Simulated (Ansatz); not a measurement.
# N2 (nitrogen): levels of theory compared

We compute a comparison of 5 runs (B3LYP/STO-3G, HSE06/STO-3G, PBE/STO-3G, PBE0/STO-3G, wB97M-V/STO-3G) of N2 (nitrogen). 

The calculation is run with Ansatz 0.2.0.

29 further runs of the same task are left out: 15 that didn't finish, 14 set aside as unsound or not needed.

## 1. Starting point

N2: 2 atoms, total charge 0, spin state singlet. SMILES: `N#N`. The N2–N1 distance was set to 2.724 Å, away from the relaxed value.

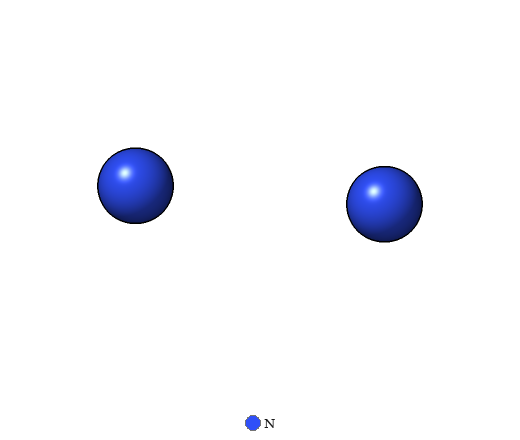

The structure, seen from a chosen angle (nitrogen blue).

## 2. The energy at B3LYP/STO-3G (run 1)

Contents of run.yaml:

```yaml
basis:
  gaussian: {orbitals: STO-3G}
crystal:
  periodic: [false, false, false]
  atoms:
    - {symbol: N, position_ang: [1.862003, -0.601201, 0.959202]}
    - {symbol: N, position_ang: [-0.465500, 0.150300, -0.239800]}
total_charge: 0
hamiltonian: {xc: {name: B3LYP}}
accuracy: high
```

Launch:

```
$ ansatz run run.yaml --threads 1 --pin off --max-ram 2610MiB --events-out events.jsonl --progress --plain --runs-dir runs
```

Log:

```text
Warning: RAYON_NUM_THREADS=1 ignored (pool sized by the plan → 1); use --threads N
Functional definition: B3LYP
  name "B3LYP"
  parameter a0 = 0.2
  parameter ax = 0.72
  parameter ac = 0.81
  exchange = (1 - a0 - ax)*slater_x + ax*b88_x + a0*exact_x
  correlation = (1 - ac)*vwn_rpa_c + ac*lyp_c
143 factors; integrals over basis functions are off by at most 8.1e-9 eV
mean field evaluation 1: about -2924.0844 eV, gradient 1.4e-1 eV
mean field evaluation 2: about -2924.0725 eV, gradient 1.4e-1 eV
mean field evaluation 4: about -2924.0725 eV, gradient 1.4e-3 eV
mean field evaluation 8: about -2924.0725 eV, gradient 5.0e-9 eV
mean field evaluation 16: about -2924.5346 eV, gradient 5.4e-2 eV
mean field evaluation 32: about -2924.4466 eV, gradient 2.3e-5 eV
mean field -2924.53501512 eV, -107.4746794845 hartree, gradient 9.2e-8 eV, S^2 0.000000; 7 other end points of the search recorded, 0 dependent functions left out
reference -2924.53503221 eV, -107.4746801126 hartree; 7, 7 occupied and 3, 3 virtual orbitals, 143 factors
Total energy: -2924.53503221 eV, -107.4746801126 hartree
```

Run time: 0.88 s. Hardware: 1 thread of Intel Xeon Platinum 8375C at 2.90GHz (Ice Lake), shared host.

## 3. A single-point energy at HSE06/STO-3G (run 2)

Contents of run.yaml:

```yaml
crystal:
  periodic: [false, false, false]
  atoms:
    - symbol: N
      position_ang: [1.862003, -0.601201, 0.959202]
    - symbol: N
      position_ang: [-0.465500, 0.150300, -0.239800]
basis:
  gaussian:
    orbitals: STO-3G
hamiltonian:
  xc: hse06
accuracy: high
```

Launch:

```
$ ansatz run run.yaml --threads 1 --pin off --max-ram 2610MiB --events-out events.jsonl --progress --plain --runs-dir runs
```

Log:

```text
Warning: RAYON_NUM_THREADS=1 ignored (pool sized by the plan → 1); use --threads N
Functional definition: HSE06
  name "HSE06"
  parameter a = 0.25
  parameter omega = 0.11/bohr
  exchange = pbe_x - a*pbe_x_sr(omega) + a*exact_x_sr(omega)
  correlation = pbe_c
143 factors; integrals over basis functions are off by at most 8.1e-9 eV
37 factors; integrals over basis functions are off by at most 1.5e-9 eV
mean field evaluation 1: about -2920.1968 eV, gradient 1.7e-1 eV
mean field evaluation 2: about -2920.1968 eV, gradient 3.0e-2 eV
mean field evaluation 4: about -2920.1881 eV, gradient 9.4e-3 eV
mean field evaluation 8: about -2920.1881 eV, gradient 1.9e-8 eV
mean field evaluation 16: about -2920.8112 eV, gradient 6.6e-1 eV
mean field evaluation 32: about -2920.2553 eV, gradient 4.0e-1 eV
mean field evaluation 64: about -2920.7972 eV, gradient 3.8e-1 eV
mean field -2920.87053744 eV, -107.3400124138 hartree, gradient 1.4e-8 eV, S^2 0.000000; 9 other end points of the search recorded, 0 dependent functions left out
reference -2920.87053835 eV, -107.3400124473 hartree; 7, 7 occupied and 3, 3 virtual orbitals, 143 factors
Total energy: -2920.87053835 eV, -107.3400124473 hartree
```

It took 1.3 s on 1 thread of Intel Xeon Platinum 8375C at 2.90GHz (Ice Lake), shared host.

Runs 3 to 4 aren't shown in full; the table further down has their settings and results.

## 4. The energy at wB97M-V/STO-3G (run 5)

Contents of run.yaml:

```yaml
crystal:
  periodic: [false, false, false]
  atoms:
    - {symbol: "N", position_ang: [1.862003, -0.601201, 0.959202]}
    - {symbol: N, position_ang: [-0.465500, 0.150300, -0.239800]}
basis:
  gaussian:
    orbitals: STO-3G
hamiltonian:
  xc: {name: wB97M-V}
accuracy: high
```

Launch:

```
$ ansatz run run.yaml --threads 1 --pin off --max-ram 2610MiB --events-out events.jsonl --progress --plain --runs-dir runs
```

Log, shortened:

```text
Warning: RAYON_NUM_THREADS=1 ignored (pool sized by the plan → 1); use --threads N
Functional definition: wB97M-V
  name "wB97M-V"
[...]
  gx(w, u) = 1 - cx + cx01*u + cx10*w
  gss(w, u) = css00 + css04*u^4 + css10*w + css20*w^2 + css43*w^4*u^3
  gos(w, u) = cos00 + cos10*w + (cos20 + cos21*u)*w^2 + (cos60 + cos61*u)*w^6
[...]
      + integral(e_c_pw_mod_opposite_spin*gos(b97_w_opposite, b97_u_opposite)) + vv10(b, c)
143 factors; integrals over basis functions are off by at most 8.1e-9 eV
91 factors; integrals over basis functions are off by at most 4.3e-10 eV
[...]
mean field -2924.14265674 eV, -107.4602605802 hartree, gradient 8.7e-8 eV, S^2 0.000000; 6 other end points of the search recorded, 0 dependent functions left out
reference -2924.14265786 eV, -107.4602606211 hartree; 7, 7 occupied and 3, 3 virtual orbitals, 143 factors
Total energy: -2924.14265786 eV, -107.4602606211 hartree
```

It took 6.6 s on 1 thread of Intel Xeon Platinum 8375C at 2.90GHz (Ice Lake), shared host; peak memory 0.17 GiB.

## 5. All runs side by side

```csv
run,level,energy (Eh),wall time
1,B3LYP/STO-3G,-107.474680,0.88 s
2,HSE06/STO-3G,-107.340012,1.3 s
3,PBE/STO-3G,-107.429198,0.52 s
4,PBE0/STO-3G,-107.344000,0.72 s
5,wB97M-V/STO-3G,-107.460261,6.6 s
```

## 6. What came out

```
           quantity          value
run 5: total energy  -107.46026 Eh
```

What this shows: Totals of different functionals can't be ranked against each other. In runs 1, 2, 3, 4, 5 the basis is minimal, so the values are rough. In runs 1, 2, 3, 4, 5 a closed-shell determinant meets a far-stretched bond, which it describes badly. All runs together took 10 s, the longest 6.6 s.
